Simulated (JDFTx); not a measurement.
System: TiAl(100) (P4/mmm bulk; lattice of mp-1953, not re-optimised at this level), 1x1 cell of 5 atoms in 5 planes (Al outermost, slab composition Ti2Al3), area 11.43 Å² a face, 5.5 Å between the outermost planes in a cell 21.6 Å high; k mesh 8×6×1, Fermi width 0.01 Ha, no spin polarisation. Whether this polymorph is the ambient one wasn't checked. Neither spin polarisation nor a larger cell was tried.

All numbers are PBE, GBRV ultrasoft potentials, plane waves to 20/100 Ha results from JDFTx (a modified build), not measurements. Liquid on both sides: soft-sphere model, water, 2 M KF; nuclei fixed. U vs SHE = −μ/e − 4.44 V throughout (conventional absolute potential of the hydrogen electrode).

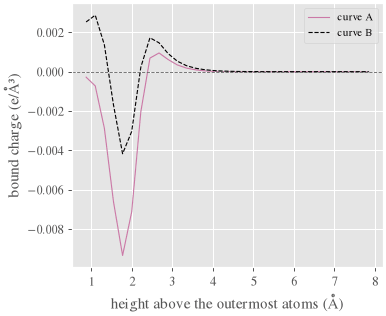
Plane-averaged bound charge of the liquid for two states of the electrode

One curve is the neutral slab. Which, and what is the sign of the other's charge?

Curve B is neutral (potential of zero charge, -0.60 V). Curve A is positively charged, 12.0 μC/cm² at 0.00 V.
